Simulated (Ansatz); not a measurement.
**A computed series for Ag: response to strain**

Consider Ag in the fcc (Cu type) structure (space group Fm-3m, No. 225; relaxed with 0.1 eV smearing).

```
Ag
1.0
    0.00000     2.02691     2.02691
    2.02691     0.00000     2.02691
    2.02691     2.02691     0.00000
Ag
1
Direct
  0.00000   0.00000   0.00000
```

Cartesian axes are those of the cell as printed.

Strains are applied to the cell and any free atomic positions relax.

The values are results of PBEsol, PAW, 420 eV (Ansatz, an electronic-structure program; without spin-orbit coupling), not measurements.

Notes on the quantities. pressure: mean of the normal stresses, compression positive.

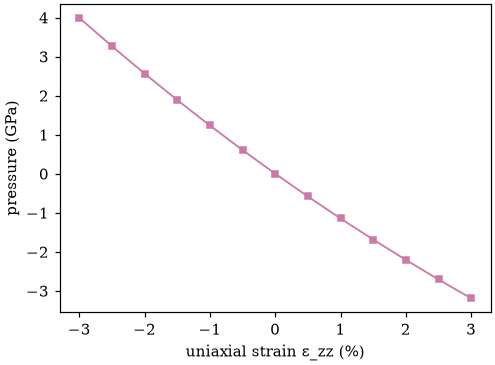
*Pressure against uniaxial strain ε_zz*

```csv
uniaxial strain ε_zz (%),pressure
-3,4.0 GPa
-2.5,3.3 GPa
-2,2.6 GPa
-1.5,1.9 GPa
-1,1.2 GPa
-0.5,0.6 GPa
0.5,-0.6 GPa
1,-1.1 GPa
1.5,-1.7 GPa
2,-2.2 GPa
2.5,-2.7 GPa
3,-3.2 GPa
```

No phonon test of stability was made.
